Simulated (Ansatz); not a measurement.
Consider BeSe in the zinc blende structure (space group F-43m, No. 216; a = 5.129 Å).

One thing is altered: a fraction x = 0.75 of the Se sites is given to S, ordered in a cell of 8 atoms (starting symmetry Pmm2) and fully relaxed.

Computed with Kohn–Sham DFT with the PBEsol functional, run in Ansatz (a program for electronic structure) with PAW and 420 eV plane waves, no spin-orbit coupling.

The zone is the changed cell's own and can be folded.

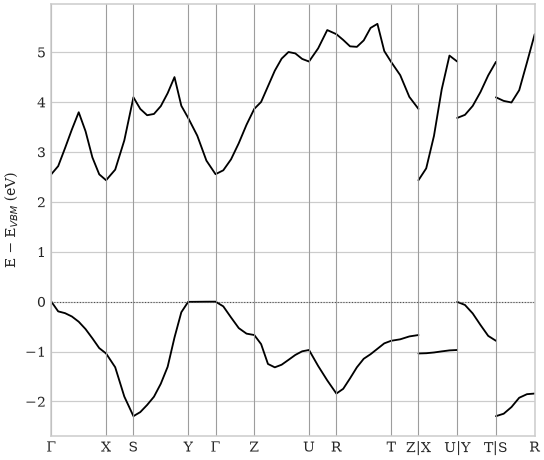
Fig. 1. Highest valence and lowest conduction band along the path of the changed cell's own zone

### Question
Read the changed gap and its character from the plot.

### Answer
About 2.4 eV, indirect, Γ → X.

Each cell is one ordered arrangement of few atoms, which overstates ordering effects compared with a random alloy. No phonon test of stability was made. Labels are those of the standard path for the cell's own space group.
